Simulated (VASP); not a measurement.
Band structure of Ni3Al (L1_2). Level of theory: r2SCAN meta-GGA, VASP's PBE PAW potentials (set 64) (plane waves; VASP).

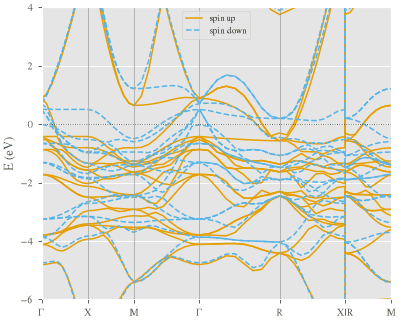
Bands along high-symmetry lines, zero at the valence-band maximum or, without a gap, the Fermi level

Task: Read the plot: is there a gap, and where are the band edges?

Result: It has no gap at this level: it comes out as a metal or semimetal.

The compound is Ni3Al in the L1_2 structure. It was relaxed first.
